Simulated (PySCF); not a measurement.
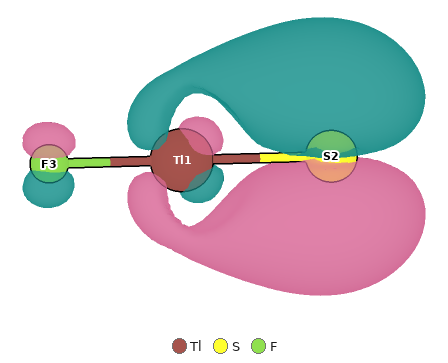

*FSTl (Tl(S)(F)). The HOMO at ±0.08 Å⁻³ᐟ² (teal and pink are the two phases), seen from one side.*

Core potentials replace the inner electrons of Tl.

These are results of PySCF, RKS PBE0, Tl def2-SVP with ECP60, S def2-SVP, F def2-SVP; non-relativistic Hamiltonian with scalar-relativistic core potentials where named; density fitting, not measurements.

### Where does this orbital lie, and at what energy?

It lies mainly on S2 (about 85 %) and Tl1 (about 15 %); largely a lone pair of S2. It is one of a degenerate set, so its orientation is arbitrary. Its energy is −7.27 eV.
